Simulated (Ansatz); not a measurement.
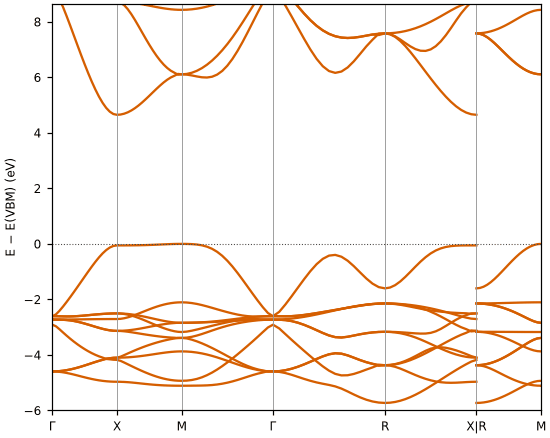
Fig. 1. Band structure from the program Ansatz at the r²SCAN level (PAW)

**Question.** Read off the gap and where the band edges lie.

**Answer.** About 4.6 eV (4.65 eV by a search for the band edges); maximum at M, minimum at X.

**Question.** Which of these materials gives this?
A. BaHfO3, cubic perovskite
B. MgTlF3, cubic perovskite
C. MgO, CsCl type
D. BaZrO3, cubic perovskite

**Answer.** B, MgTlF3, cubic perovskite

Space group Pm-3m (cubic perovskite). The first step of the workflow began from a Materials Project structure, measured or hypothetical; the Crystallography Open Database copy checked does not list it. Whether it is the stable phase at ambient conditions was not checked. The r²SCAN relaxation kept the symmetry of its start; whether a distortion lowers the energy is not shown. Spin–orbit coupling is left out wherever it is not named.

Potentials: the later of the program's two PAW sets.
